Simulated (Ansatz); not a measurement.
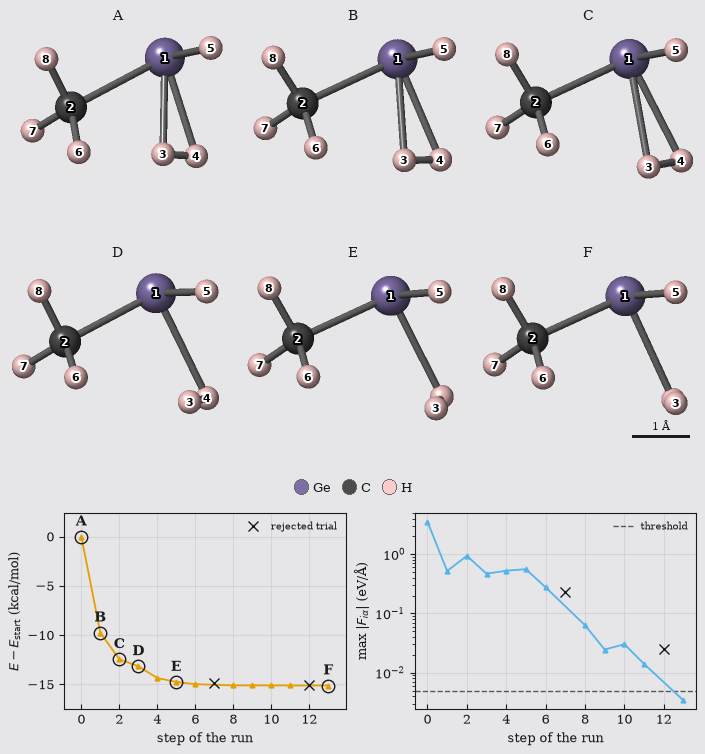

Frames of a relaxation of CH$_{6}$Ge (started from a transition state, displaced along its imaginary mode), marked on the history of the run. The picture is a ball-and-stick view, seen at a tilt.

These are results of RKS PBE0-D4/def2-TZVP in Ansatz 0.2.0, not measurements. Set-up: force threshold 0.005 eV/Å; at most 200 steps.

What happens along the run?

Answer. The atom that moves furthest after the best rigid fit is H3 (0.78 Å). Largest moves by element: H 0.78 Å, Ge 0.20 Å, C 0.18 Å. Some distances before and after: Ge1–H3 1.772 → 2.121 Å, Ge1–H4 1.824 → 2.046 Å, Ge1–C2 2.104 → 2.004 Å, H3–H4 0.700 → 0.776 Å. Bond angles that change, for instance: Ge1–C2–H6 121.0° → 115.5°, H7–C2–H8 111.5° → 107.3°, Ge1–C2–H8 101.4° → 104.8°. After 11 accepted moves (13 points after the start) the energy has fallen by 15.1 kcal/mol. The largest force component goes from 3.5 to 0.0034 eV/Å. The line search rejected the trial steps at points 7, 12 of the run. From step 0 to 1: H4 moves most (0.19 Å), energy −9.74 kcal/mol. From step 1 to 2: H3 moves most (0.20 Å), energy −2.70 kcal/mol. From step 2 to 3: H3 moves most (0.20 Å), energy −0.71 kcal/mol. From step 3 to 5: H3 moves most (0.23 Å), energy −1.59 kcal/mol. From step 5 to 13: H3 moves most (0.12 Å), energy −0.36 kcal/mol.
